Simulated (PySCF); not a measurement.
Molecule: C2H5B, SMILES BC=C. Atoms near the plane z = 0.0 Å, at the PBE0/def2-SVP optimised geometry (x, y, z in Å): B1 (-1.3, -0.5, 0.0), H2 (-1.9, 0.5, 0.0), H3 (-2.0, -1.6, 0.0), C4 (0.2, -0.5, 0.0), C5 (0.9, 0.6, 0.0), H6 (0.8, -1.5, 0.0), H7 (2.0, 0.6, 0.0), H8 (0.4, 1.6, 0.0).

Level of theory: PBE0/def2-TZVP (PySCF 2.14.0). Cells within 0.4 Å of a nucleus heavier than hydrogen are left out (blank, or x). The values are rescaled to run from 0 to 1.

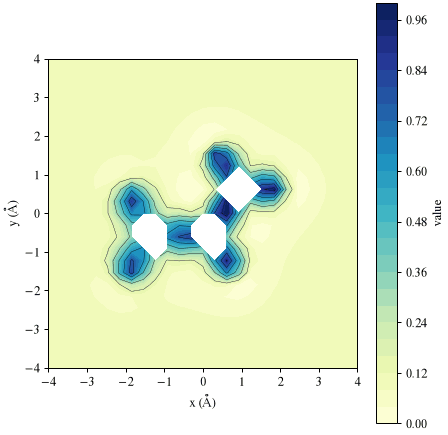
Figure: a field on the plane z = 0.0 Å.

Problem. Which quantity is mapped?
(A) deformation density (molecule minus spherical neutral atoms)
(B) log10 of the electron density
(C) Laplacian of the electron density
(D) electrostatic potential

Solution. A, deformation density (molecule minus spherical neutral atoms). In full: deformation density (molecule minus spherical neutral atoms) (e/bohr³).
